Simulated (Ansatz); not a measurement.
# Calculations on CH₅B and related structures

## 1. Relaxation

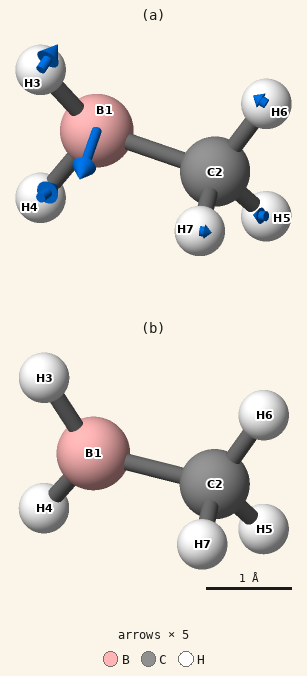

The structure of CH$_{5}$B before (top) and after (bottom) a relaxation, at one scale. The blue arrows give the displacements, 5 times their true length.

Style: ball-and-stick. Shown from a free direction.

It is one of the separated reactants of a reaction.

Method: Ansatz 0.2.0, RKS PBE0-D4/def2-TZVP. Settings: force threshold 0.005 eV/Å; at most 200 steps.

> Describe what moved and what it gained.

The energy falls by 34.6 kJ/mol in 6 geometry steps. The largest force component goes from 2.5 to 0.0011 eV/Å. B1 moves most after the best rigid fit: 0.18 Å. Largest moves by element: B 0.18 Å, H 0.08 Å, C 0.01 Å. Among the contacts that change: B1–C2 1.592 → 1.548 Å, B1–H3 1.212 → 1.199 Å, C2–H7 1.096 → 1.105 Å. Bond angles that change, for instance: H3–B1–H4 112.7° → 118.1°, B1–C2–H7 108.2° → 103.3°, C2–B1–H3 117.7° → 120.9°. The run took about 13 core-seconds on a shared host.

## 2. Relaxation

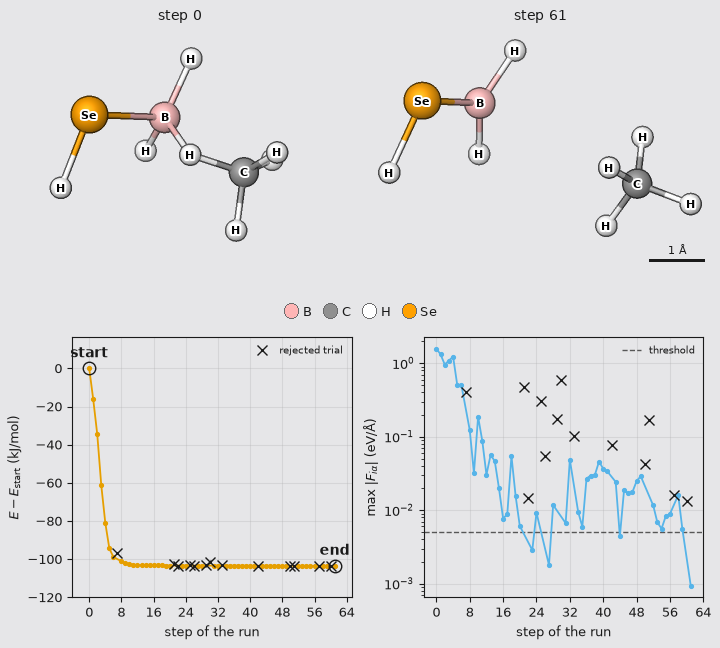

First and last geometry of a relaxation of CH₇BSe (started from a transition state, displaced along its imaginary mode), with the history of the run. A ball-and-stick model, seen from a free direction.

Method: RKS PBE0-D4/def2-TZVP in Ansatz. Settings: force threshold 0.005 eV/Å; at most 200 steps.

Did the run converge, and what did it change?

It converged. Over 48 accepted moves (61 points after the start) the energy falls by 103.5 kJ/mol. Largest force component: 1.6 eV/Å at the start, 0.00094 eV/Å at the end. The line search rejected the trial steps at points 7, 21, 22, 25, 26, 29, 30, 33 and more of the run. The forces were under the threshold at step 23, but the run went on from there. The largest move after the best rigid fit is that of an H atom, 1.39 Å. Largest moves by element: H 1.39 Å, B 0.93 Å, C 0.74 Å, Se 0.63 Å. Near-neighbour distances that change, for instance: B–H 1.336 → 3.445 Å, H–Se 2.063 → 3.720 Å, B–C 1.876 → 3.507 Å, B–Se 2.055 → 1.899 Å. Bonds break: B–H (1.34 → 3.44 Å). Bond angles that change, for instance: H–C–H 134.4° → 109.5°, H–C–H 95.2° → 109.6°, H–C–H 98.7° → 109.5°. The run took of the order of 7 core-minutes on a shared host.

## 3. Reaction

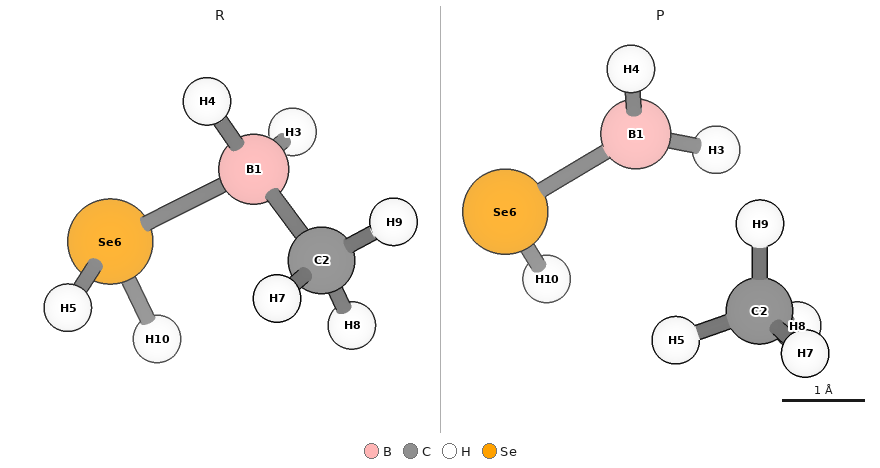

Reactant (R) and product (P) of one elementary step of CH7BSe. A ball-and-stick model, seen from a free direction.

Stationary points at PBE0-D4/def2-TZVP, single-point energies with CCSD(T)/CBS, PBE-QIDH, SPW92 (LDA), RPA@PBE (def2-TZVPP where no basis is named; Ansatz 0.2.0). The energies are electronic, without zero-point or thermal terms, and both ends are the minima reached downhill from the saddle, with any fragments still in contact. CCSD(T)/CBS stands for a frozen-core estimate: MP2 correlation extrapolated from def2-TZVPP and def2-QZVPP, CCSD(T) minus MP2 from the smaller set.

R:
```xyz
10

B     0.4399    0.7635   -0.0019
C    -1.0196    0.3657   -0.4989
H     0.5290    1.4617    0.9842
H     1.2685    1.0340   -0.8434
H     1.1552   -1.9906   -0.2233
Se    1.4386   -0.9817    0.8115
H    -1.0249   -0.3749   -1.3055
H    -1.6723   -0.0031    0.2993
H    -1.5017    1.2642   -0.9015
H     0.3874   -1.5389    1.6794
```

P:
```xyz
10

B     1.4137    0.7035    0.7183
C    -1.4889   -0.1638   -1.0489
H     0.6437    1.1871    1.4843
H     1.7818    1.2541   -0.2714
H    -0.9042   -1.0818   -1.0998
Se    2.1490   -1.0208    1.0244
H    -2.3801   -0.2624   -1.6683
H    -1.7838    0.0218   -0.0162
H    -0.8878    0.6702   -1.4113
H     1.4566   -1.3080    2.2888
```

Q: What is the transition state like, and how high is the barrier?

A: Counted by bonded pieces, R holds CH₇BSe and P holds BH₃Se + CH₄. From R over the saddle to P, a bond forms: C2–H5 (3.22 → 1.48 → 1.09 Å). Bonds break: B1–C2 (1.59 → 1.72 → 3.51 Å), H5–Se6 (1.47 → 1.74 → 3.72 Å). Bonds that stay but change much: B1–Se6 (2.17 → 2.20 → 1.90 Å). The saddle has one imaginary mode, 818i cm⁻¹. With CCSD(T)/CBS the barrier is 88.0 kJ/mol from R and 154.2 kJ/mol from P, and P lies 66.2 kJ/mol below R.

```csv
level,barrier from R (kJ/mol),barrier from P (kJ/mol),P less R (kJ/mol)
CCSD(T)/CBS,88.0,154.2,−66.2
PBE-QIDH,84.2,139.6,−55.4
SPW92 (LDA),54.6,72.9,−18.3
RPA@PBE,94.3,161.1,−66.8
```

Against CCSD(T)/CBS, PBE-QIDH comes closest on the barrier from R (−3.8 kJ/mol) and SPW92 (LDA) misses most (−33.4 kJ/mol).

Saddle geometry:

```xyz
10

B     0.5779    0.5745    0.0634
C    -0.9609    0.1615   -0.5920
H     0.4277    1.2121    1.0586
H     1.2886    0.9432   -0.8230
H     0.1178   -0.7082   -0.0583
Se    1.5958   -1.2782    0.6681
H    -0.9907   -0.4443   -1.5003
H    -1.7077   -0.1992    0.1169
H    -1.2271    1.1838   -0.8728
H     0.8786   -1.4454    1.9394
```

The saddle point in the same view, with dashed sticks for the bonds that form or break:

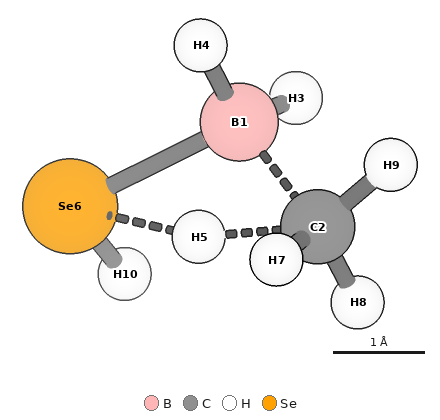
